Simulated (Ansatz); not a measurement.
**Al5O3: further runs on a relaxed guess**

Aim: for this structure of Al5O3, see whether it has a gap, which orbitals make up the states near it and how charge is shared.

Program: Ansatz 0.2.0. Level of theory: DFT PBE, scalar-relativistic, plane waves, PAW. These are calculated values, not measurements.

## Step 1: The starting structure

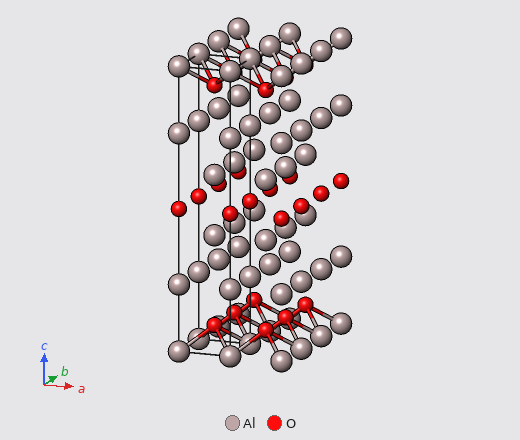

Start, viewed slightly off an axis; aluminium light grey, oxygen red. 2×3×1 cells are drawn. Atoms on the faces are drawn again on the opposite ones.

Structure file:

```cif
data_structure
_symmetry_space_group_name_H-M 'P4/mmm'
_symmetry_Int_Tables_number 123
_cell_length_a 2.6296
_cell_length_b 2.6296
_cell_length_c 14.0584
_cell_angle_alpha 90.000
_cell_angle_beta 90.000
_cell_angle_gamma 90.000
_cell_volume 97.21
loop_
_atom_site_label
_atom_site_type_symbol
_atom_site_symmetry_multiplicity
_atom_site_Wyckoff_symbol
_atom_site_fract_x
_atom_site_fract_y
_atom_site_fract_z
_atom_site_occupancy
Al1 Al 2 g 0.00000 0.00000 0.23496 1
Al2 Al 1 a 0.00000 0.00000 0.00000 1
Al3 Al 2 h 0.50000 0.50000 0.39416 1
O1 O 2 h 0.50000 0.50000 0.07937 1
O2 O 1 b 0.00000 0.00000 0.50000 1
```

It is the end of an earlier relaxation with the same method, starting from a generated guess, and another structure or a mixture of phases may lie lower. At a tolerance of 0.05 Å it has space group P4/mmm (No. 123); it has 12.15 Å³/atom, an uncorrected energy of -0.68 eV/atom over the elements.

## Step 2: Static run: bands, density of states and charges

input.yaml

```yaml
crystal:
  lattice:
    - [2.6295860119, 0.0, 0.0]
    - [0.0, 2.6295860119, 0.0]
    - [0.0, 0.0, 14.0584033563]
  atoms:
    - { symbol: Al, position: [0.0, 0.0, 0.2349578513] }
    - { symbol: Al, position: [0.0, 0.0, 0.7650421487] }
    - { symbol: Al, position: [0.0, 0.0, 0.0] }
    - { symbol: Al, position: [0.5, 0.5, 0.3941594367] }
    - { symbol: Al, position: [0.5, 0.5, 0.6058405633] }
    - { symbol: O, position: [0.5, 0.5, 0.0793720132] }
    - { symbol: O, position: [0.5, 0.5, 0.9206279868] }
    - { symbol: O, position: [0.0, 0.0, 0.5] }
basis:
  ecutwfc: 420
kpoints:
  mp_grid: { grid: [14, 14, 4] }
  band_path:
    path:
      - [[0.0, 0.0, 0.0], [0.0, 0.5, 0.0], [0.5, 0.5, 0.0], [0.0, 0.0, 0.0], [0.0, 0.0, 0.5], [0.0, 0.5, 0.5], [0.5, 0.5, 0.5], [0.0, 0.0, 0.5]]
      - [[0.0, 0.5, 0.0], [0.0, 0.5, 0.5]]
      - [[0.5, 0.5, 0.0], [0.5, 0.5, 0.5]]
    npoints: 14
hamiltonian:
  xc: pbe
scf:
  occupations: { method: gaussian, width: 0.1 }
  n_extra_bands: 20
output:
  forces: true
  stress: true
  eigenvalues: true
  populations: true
  dos: { projected: true, de: 0.02, nscf_kmesh: { grid: [17, 17, 5] } }
  bader: true
```

Started as:

```console
> ansatz run input.yaml --threads 1 --pin off --max-ram 2048MiB --backend cpu --events-out ev --progress --plain --runs-dir out
```

What it wrote:

```text
Warning: RAYON_NUM_THREADS=1 ignored (pool sized by the plan → 1); use --threads N
scf.n_extra_bands = 20 over 17 filled bands (N_el = 33.0): the run solves 37 bands
Engine: ansatz 0.2.0, aarch64-unknown-linux-gnu
Pseudopotentials: kind: paw
Pseudopotential: Al, paw, valence charge 3, recommended cutoff 420 eV (normal), Al.paw.azcp
Pseudopotential: O, paw, valence charge 6, recommended cutoff 420 eV (normal), O.paw.azcp
Functional definition: PBE
  parameter kappa = 0.804
  parameter beta = 0.06672455060314922
  exchange = pbe_x(kappa = kappa, mu = beta*pi^2/3)
  correlation = pbe_c(beta = beta)
Crystal: 8 atoms, lattice volume = 97.210 Å³
Basis set: ecut = 420 eV, 1923 PW (Γ), exchange–correlation on 36×36×192 points (8 copies of the dense FFT grid, shifted against one another)
Bands: 37, of which v1, the nominal top of the filled ones, is band 17 counted from 1 (16 counted from 0)
Symmetry: 16 space group operations
Space group: P4/mmm (ITA 123), of the structure as read, at distance tolerance 4.6e-5 Å
k-points: 108 of 784
Non-local potential: Al, projectors of the file, l = 0: 2, l = 1: 2, l = 2: 1
Non-local potential: O, projectors of the file, l = 0: 2, l = 1: 2, l = 2: 1
PAW form: soft (Blöchl's): semilocal exchange-correlation on the pseudo side does not see the compensation charge
PAW one-centre angular grid: Al, 110 points (default); XC on 64 Gauss nodes
PAW one-centre angular grid: O, 110 points (default); XC on 64 Gauss nodes
Initial density: superposition of atomic densities (neutral atoms: chi_scale 0, normalization atom), corrected by the library's trained network
Initial wavefunctions: pseudopotential atomic-orbital guess
Functional: x = pbe(κ = 0.804, μ = 0.2195149727645171), c = pbe(β = 0.06672455060314922)
SCF iter   1: F=—  HF=-4387.852868 eV  |F-HF|=—  |Δ(HF+E_count)|=         —  Δρ=4.73e-3  dr2=1.07e-1  ethr=1.77e-3  ⟨swp⟩=5.6  Hψ=20319  notcnv=0  defer=738
preconditioner: auto → Kerker (q_TF=auto, 2.279 Å⁻¹)  [metal: Δε(μ)=0.011 eV  Ē_g=14.494 eV  σ=0.100 eV  W_gap=0.06  n_scr=10 (ndim 8)  ℏωp=21.6 eV  f_vac=0.000  D(μ)=1.81/eV (n_scr^D=8)]
SCF iter   2: F=—  HF=-4387.843635 eV  |F-HF|=—  |Δ(HF+E_count)|=   9.23e-3  Δρ=3.26e-3  dr2=6.17e-2  ethr=3.24e-4  ⟨swp⟩=1.0  Hψ=4860  notcnv=0  defer=801
SCF iter   3: F=—  HF=-4387.831533 eV  |F-HF|=—  |Δ(HF+E_count)|=   1.21e-2  Δρ=1.03e-3  dr2=7.85e-3  ethr=1.87e-4  ⟨swp⟩=1.5  Hψ=2706  notcnv=0  defer=801
SCF iter   4: F=—  HF=-4387.830059 eV  |F-HF|=—  |Δ(HF+E_count)|=   1.47e-3  Δρ=3.97e-4  dr2=9.62e-4  ethr=2.38e-5  ⟨swp⟩=1.9  Hψ=2863  notcnv=0  defer=801
SCF iter   5: F=—  HF=-4387.829994 eV  |F-HF|=—  |Δ(HF+E_count)|=   6.49e-5  Δρ=1.34e-4  dr2=2.96e-4  ethr=2.92e-6  ⟨swp⟩=1.0  Hψ=2649  notcnv=0  defer=803
SCF iter   6: F=—  HF=-4387.829967 eV  |F-HF|=—  |Δ(HF+E_count)|=   2.67e-5  Δρ=6.88e-5  dr2=5.54e-5  ethr=8.98e-7  ⟨swp⟩=1.0  Hψ=2536  notcnv=0  defer=803
SCF iter   7: F=—  HF=-4387.829786 eV  |F-HF|=—  |Δ(HF+E_count)|=   1.82e-4  Δρ=1.90e-5  dr2=1.91e-6  ethr=1.68e-7  ⟨swp⟩=1.0  Hψ=3079  notcnv=0  defer=874
SCF iter   8: F=—  HF=-4387.829786 eV  |F-HF|=—  |Δ(HF+E_count)|=   1.17e-7  Δρ=5.15e-6  dr2=1.02e-7  ethr=3.03e-10  ⟨swp⟩=11.1  Hψ=24344  notcnv=0
SCF iter   9: F=-4387.829786 eV  HF=-4387.829786 eV  |F-HF|=2.27e-9  |Δ(HF+E_count)|=   1.31e-8  Δρ=1.24e-6  dr2=3.30e-9  ethr=3.03e-10  ⟨swp⟩=3.3  Hψ=7928  notcnv=0
SCF 1 converged in 9 iterations: F = -4387.829786 eV  dr2 = 3.30e-9
NSCF: frozen V_eff on 129 k-points
NSCF: frozen V_eff on 135 k-points
SCF converged after 9 iterations
Free energy (F): -4387.829786 eV
Harris-Foulkes:  -4387.829786 eV  (|F-HF|=2.27e-9)
Internal energy: -4387.821825 eV  (E = F + TS)
E sigma→0 (E₀):  -4387.825805 eV
Entropy (-TS):   -0.007961 eV (-0.995 meV/atom)
Fermi energy:    8.616490 eV
--- Per-component energies (eV) ---
  E_band       = 52.794430
  E_kinetic    = 640.567747
  E_local      = -1737.516327  (includes V_loc(G=0)·N_el)
  E_nonlocal   = 194.588603
  E_hartree    = 753.575336
  E_xc         = -421.461949
  E_vxc        = -429.336402  (∫ρ·V_xc dr)
  E_paw        = -2808.299123  (= ΣΔE_a)
  E_vpaw       = -122.666047  (= ΣTr[D̂ρ^β])
  E_aug_tail   = 0.007129  (compensation charges beyond the density's cutoff)
  E_ewald      = -1009.283241
  E_smearing   = -0.007961  (= −TS)
  E_closure    = -0.000000  (closes the sum)
  Σ components = -4387.829786   (vs F -4387.829786, Δ=0.00e0)
--- Forces (eV/Å), atoms counted from 1 ---
  atom   1  Al     0.00000000     0.00000000     0.00150361
  atom   2  Al     0.00000000     0.00000000    -0.00150361
  atom   3  Al    -0.00000000     0.00000000     0.00000000
  atom   4  Al     0.00000000     0.00000000    -0.00093648
  atom   5  Al     0.00000000     0.00000000     0.00093648
  atom   6  O      0.00000000     0.00000000    -0.00044711
  atom   7  O      0.00000000     0.00000000     0.00044711
  atom   8  O     -0.00000000     0.00000000     0.00000000
  max |Σ_I F_I| component: 2.71e-19 eV/Å
--- Stress (GPa, compression-positive) ---
        0.010897       0.000000       0.000000
        0.000000       0.010897       0.000000
        0.000000       0.000000       0.014322
  P = ⅓ Tr σ = 0.0120 GPa (0.120 kbar)
--- Band table (eV; the first three rows and the last of 108) ---
  k-point 0: bands = ["-11.8158", "-11.5439", "-9.7400", "-2.0815", "-1.3667", "0.7657", "1.2634", "4.0509", "4.6197", "5.4685", "5.4685", "6.1004", "6.1004", "6.9900", "6.9900", "7.8602", "8.2859", "10.7648", "11.5965", "13.7473", "14.5522", "15.8406", "16.4410", "16.8070", "18.1346", "18.1346", "18.3106", "18.3643", "18.3643", "18.4883", "18.6212", "18.9134", "21.3927", "21.3927", "21.7167", "21.8156", "21.8156"]
  k-point 1: bands = ["-11.8157", "-11.5439", "-9.7400", "-2.1002", "-1.3104", "0.4616", "1.7272", "3.3959", "5.3041", "5.4686", "5.4686", "6.1006", "6.1006", "6.9901", "6.9901", "7.1913", "8.8830", "10.4023", "11.9717", "13.3033", "14.9613", "15.8469", "16.3998", "16.8617", "17.6969", "18.1316", "18.1316", "18.2442", "18.3685", "18.3685", "18.9667", "19.5471", "21.3618", "21.3618", "21.4549", "21.8562", "21.8562"]
  k-point 2: bands = ["-11.8157", "-11.5439", "-9.7400", "-2.1172", "-1.2514", "0.2762", "2.2866", "2.7592", "5.4687", "5.4687", "6.0199", "6.1006", "6.1006", "6.4941", "6.9901", "6.9901", "9.3736", "9.9853", "12.4974", "12.7432", "15.2951", "15.8535", "16.3650", "16.9109", "17.2814", "18.1287", "18.1287", "18.1838", "18.3725", "18.3725", "19.0127", "20.4948", "20.6600", "21.3349", "21.3349", "21.8927", "21.8927"]
  k-point 107: bands = ["-9.7282", "-9.2775", "-7.9539", "1.8677", "1.8677", "2.0724", "2.0724", "3.8644", "3.9901", "3.9901", "4.3918", "7.3936", "7.7143", "7.7143", "8.2663", "8.2663", "8.6864", "9.9325", "9.9524", "9.9643", "10.8524", "10.8885", "10.8885", "11.1269", "12.1582", "12.1720", "12.1720", "15.0094", "15.1762", "15.4500", "15.4500", "16.6567", "17.0315", "17.6108", "17.6108", "18.1331", "18.1331"]
--- Löwdin populations: 8 sites ---
  site symbol       q [e]
     0     Al      2.7518
     1     Al      2.7518
     2     Al      1.8599
     3     Al      2.5581
     4     Al      2.5581
     5      O      6.7129
     6      O      6.7129
     7      O      6.7105
  spilling = 0.011643 (of n_electrons = 33.000000)
--- Bader charges: 8 sites ---
  site symbol  charge [e]  shift [e]
     0     Al      0.3954     0.0000
     1     Al      0.3954     0.0000
     2     Al      2.4667     0.0011
     3     Al      0.7496     0.0006
     4     Al      0.7496     0.0006
     5      O     -1.5602     0.0006
     6      O     -1.5602     0.0006
     7      O     -1.6364     0.0012
  estimated error of the sums over rays = 2.7e-4 e
```

Run time: 75 s. Hardware: 1 thread of Arm Neoverse V2, shared host; peak memory 0.56 GiB.

Site by site:

```csv
atom,Löwdin electrons,Bader charge (e),Bader volume (Å³)
Al1,2.75,+0.40,15.1
Al2,2.75,+0.40,15.1
Al3,1.86,+2.47,4.0
Al4,2.56,+0.75,11.9
Al5,2.56,+0.75,11.9
O6,6.71,-1.56,13.1
O7,6.71,-1.56,13.1
O8,6.71,-1.64,12.9
```

The Löwdin counts miss 0.38 of the 33 electrons, which the atomic orbitals do not span, so they are no charges.

From bands.tsv, the levels nearest the Fermi level at the path's corners, in eV from the Fermi level:

```tsv
point	band 13	band 14	band 15	band 16	band 17	band 18	band 19	band 20
Γ	-2.52	-1.63	-1.63	-0.76	-0.33	2.15	2.98	5.13
X	-2.57	-2.37	-1.95	-1.08	-0.75	-0.08	0.73	0.81
M	-0.87	-0.87	-0.41	-0.41	0.03	1.13	1.45	1.85
Γ	-2.52	-1.63	-1.63	-0.76	-0.33	2.15	2.98	5.13
Z	-2.52	-2.12	-1.63	-1.63	0.76	1.37	3.88	4.13
R	-2.57	-1.95	-1.89	-1.08	-0.78	-0.38	0.38	1.25
A	-0.90	-0.90	-0.35	-0.35	0.07	1.32	1.34	1.35
Z	-2.52	-2.12	-1.63	-1.63	0.76	1.37	3.88	4.13
X	-2.57	-2.37	-1.95	-1.08	-0.75	-0.08	0.73	0.81
R	-2.57	-1.95	-1.89	-1.08	-0.78	-0.38	0.38	1.25
M	-0.87	-0.87	-0.41	-0.41	0.03	1.13	1.45	1.85
A	-0.90	-0.90	-0.35	-0.35	0.07	1.32	1.34	1.35
```

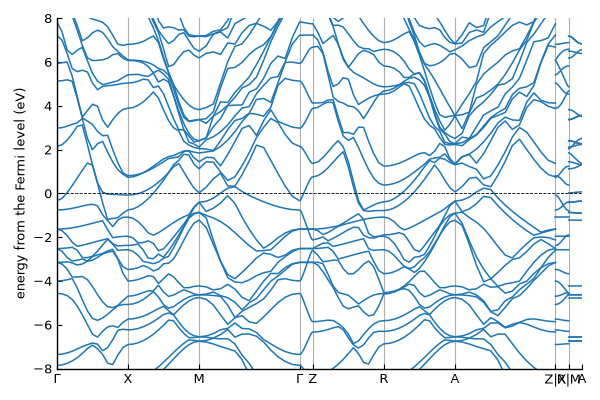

Bands along the path. 3 bands lie wholly below the window drawn.

Counts of states by energy window (eV from the Fermi level), total and by projection:

```csv
from,to,total,Al 3s,Al 3p,O 2p
-8,-7,2.13,0.45,0.60,1.02
-7,-6,3.35,0.49,0.96,1.76
-6,-5,3.30,0.25,0.91,2.00
-5,-4,3.36,0.21,0.83,2.19
-4,-3,3.20,0.29,0.74,2.07
-3,-2,3.68,0.44,0.74,2.40
-2,-1,3.05,0.47,0.71,1.77
-1,0,2.35,0.56,0.95,0.74
0,1,1.78,0.40,0.96,0.32
1,2,2.09,0.58,1.15,0.21
2,3,2.30,0.66,1.21,0.24
3,4,2.73,0.58,1.57,0.30
4,5,3.39,0.65,1.94,0.41
5,6,3.18,0.58,1.79,0.40
```

Below -8 eV lie 9 or so more states.

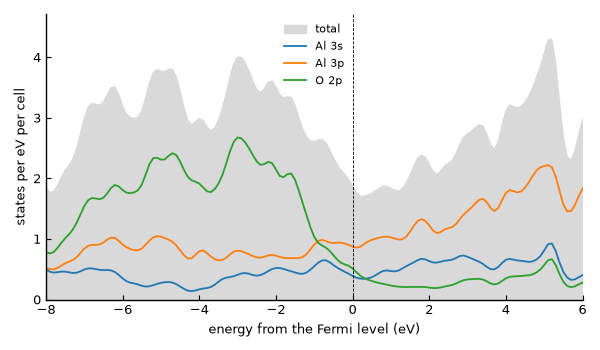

Total and projected density of states, smoothed over about 0.40 eV.

## Step 3: Outcome

```
                 quantity                                  value
                      gap                           none (metal)
states at the Fermi level                   1.92 per eV per cell
            Bader charges  Al +0.40 to +2.47, O -1.64 to -1.56 e
```

There is no gap at this level. Of the projected weight within 0.25 eV of the Fermi level, the largest part is Al 3p (48 %) and O 2p (28 %). Charge transfer between the atoms is strong (Bader charges up to 2.5 e). Metallic runs without spin could have a lower magnetic solution.
